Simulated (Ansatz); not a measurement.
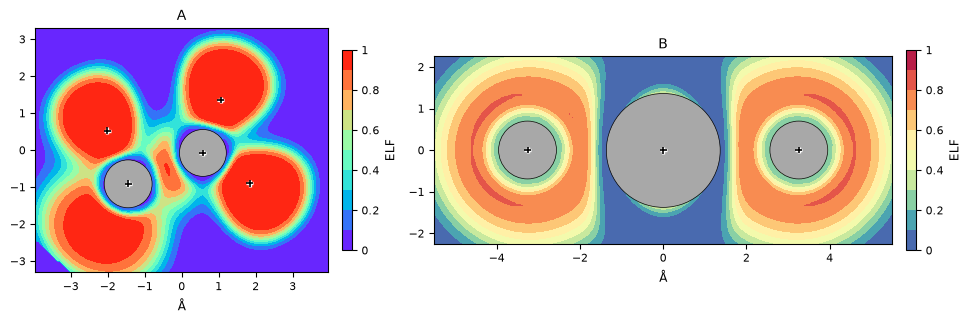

The ELF of 2 systems, each on a plane through atoms (crosses mark nuclei in the plane; grey discs cover the cores).

The calculation used RKS PBE0-D4/def2-TZVPD in Ansatz 0.2.0.

System 1: H3Si2 (charge −1), the molecular plane. Geometry: PBE0-D4/def2-TZVPD.

```xyz
5

Si    1.6496    0.1002    0.4455
Si   -0.3316   -0.1662   -0.4415
H     0.9756    0.6814    1.7046
H    -1.7075    0.1364    0.1006
H    -0.5861   -0.7517   -1.8092
```

System 2: I2K (charge −1), a plane that holds the molecular axis. Geometry: PBE0-D4/def2-TZVPD; core potentials replace the inner electrons of I.

```xyz
3

K     0.0035    0.0052   -0.0029
I    -0.6278   -2.0192   -2.4810
I     0.6243    2.0140    2.4840
```

Match each panel to its system.

Answer. Panel A is system 1, H3Si2: the plane holds Si and H. Si–Si (2.19 Å): the ELF peaks at about 0.90 between the atoms: localised, covalent bonding. Panel B is system 2, I2K: the plane holds K and I. K–I (3.26 Å): the ELF peaks at about 0.80 in the valence shell of I, 1.3 Å from its nucleus, and is about 0.30 at the midpoint (a closed-shell, largely ionic contact).
